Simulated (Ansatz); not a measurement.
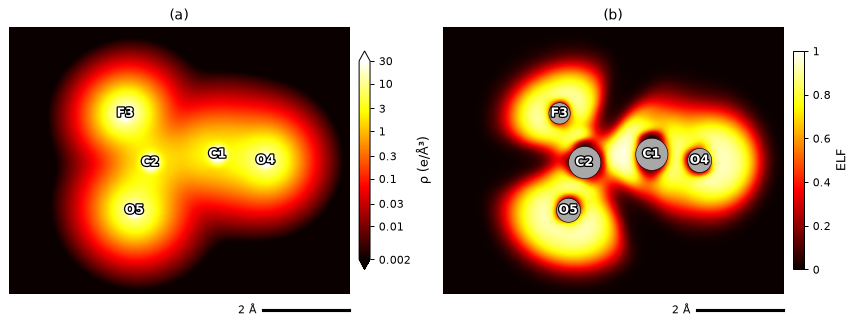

The picture shows: C2FO2 (SMILES O=[C+]C(=O)F) (charge +1). (a) electron density; (b) electron localisation function on the molecular plane. Grey discs cover the atomic cores in the ELF map.

Geometry: BLYP-D3(BJ)/def2-SVP.

The calculation used isolated molecule in a Gaussian basis; Kohn-Sham density functional theory, functional PBE0 in Ansatz.

The calculation's input:

```
crystal:
  periodic: [false, false, false]
  atoms:
    - symbol: C
      position_ang: [-1.057784, -1.776416, -0.079269]
    - symbol: C
      position_ang: [0.122854, -0.722618, -0.105334]
    - symbol: F
      position_ang: [0.361179, -0.293389, 1.087946]
    - symbol: O
      position_ang: [-1.852699, -2.535451, -0.336409]
    - symbol: O
      position_ang: [0.585267, -0.500019, -1.168302]
basis:
  gaussian: {orbitals: def2-TZVPD}
total_charge: 1
hamiltonian: {xc: pbe0}
output: {forces: true, orbitals: {seedname: orbitals}}
```

Command:

```sh
ansatz run input.yaml --threads 1 --pin off --max-ram 2610MiB --events-out events.jsonl --progress --plain --runs-dir runs
```

Question: What do the fields say about this system?

Answer:
- Atoms in the plane: C, F and O.
- C–O (1.13 Å): ρ at the midpoint is about 4.1 e/Å³; the ELF peaks at about 0.85 between the atoms; a multiple bond.
- C–F (1.29 Å): the density is about 2.7 e/Å³ at the midpoint; the ELF peaks at about 0.85 between the atoms, as expected for a shared but strongly polarised pair.
- C–C (1.58 Å): ρ is about 1.5 e/Å³ halfway; the ELF peaks at about 0.95 between the atoms: a covalent bond.
- C–O (1.18 Å): the density is about 3.7 e/Å³ at the midpoint; the ELF peaks at about 0.85 between the atoms (a short, multiple covalent bond).
- The ELF also peaks beside O5, O4 and F3, away from the bonds: lone-pair regions.
